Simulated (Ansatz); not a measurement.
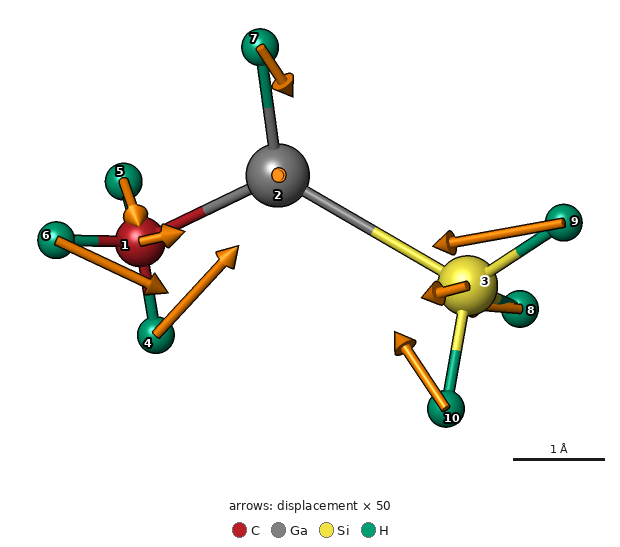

A relaxation of CH₇GaSi. The starting structure is drawn; orange arrows show the displacements, 50 times their true length. The two geometries are superimposed by the best rigid fit.

The picture is a ball-and-stick view, seen from a free direction.

The start comes from PBE-D4/def2-SVP.

Theory: RKS PBE0-D4/def2-TZVP in Ansatz 0.2.0. Settings: force threshold 0.005 eV/Å; at most 150 steps.

**Atoms of which element are displaced furthest, and by how much?**

Hydrogen: up to 0.032 Å, against 0.012 Å for silicon.

**What happened in the run?**

H9 moves most after the best rigid fit: 0.032 Å. Largest moves by element: H 0.032 Å, Si 0.012 Å, C 0.011 Å, Ga 0.003 Å. Among the contacts that change: Si3–H10 1.511 → 1.492 Å, C1–H4 1.107 → 1.090 Å, Ga2–H7 1.591 → 1.578 Å, C1–Ga2 1.983 → 1.971 Å. Over 4 geometry steps the energy falls by 2.43 kJ/mol. Largest force component: 0.48 eV/Å at the start, 0.003 eV/Å at the end.
